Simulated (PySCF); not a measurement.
System: ZrBr (quartet).

```yaml
atoms:
  - { symbol: Zr, position_ang: [0.0000, 0.0000, -1.1789] }
  - { symbol: Br, position_ang: [0.0000, 0.0000, 1.3431] }
```

The calculation used PBE0/x2c-TZVPPall, spin-free X2C-1e, Gaussian nucleus, at a bond length of 2.522 Å (PySCF 2.14.0).

Predict the electron density, electron localisation function and spin density between the atoms.

Zr–Br (2.52 Å): the density is about 0.5 e/Å³ at the midpoint; the ELF peaks at about 0.80 in the valence shell of Br, 1.0 Å from its nucleus, and is about 0.40 at the midpoint.
The unpaired spin (3 electrons) lies mostly on Zr1 (about 2.9), in electrons by Hirshfeld's partition.

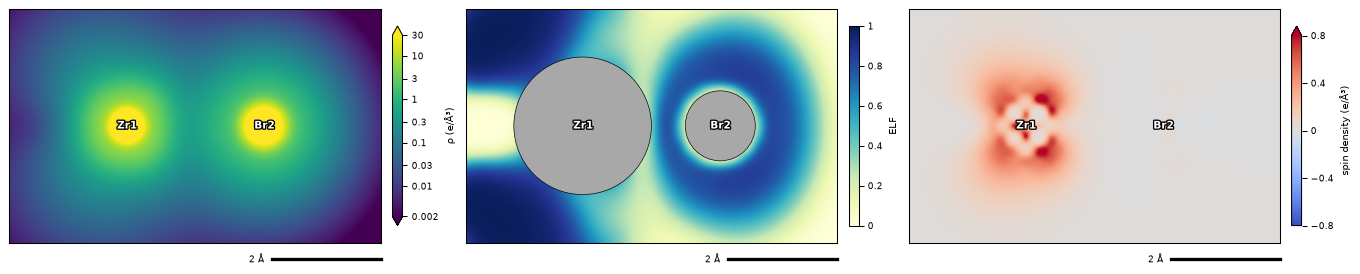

Computed electron density, electron localisation function and spin density on a plane that holds the molecular axis, in this order. Grey discs cover the atomic cores in the ELF map. 
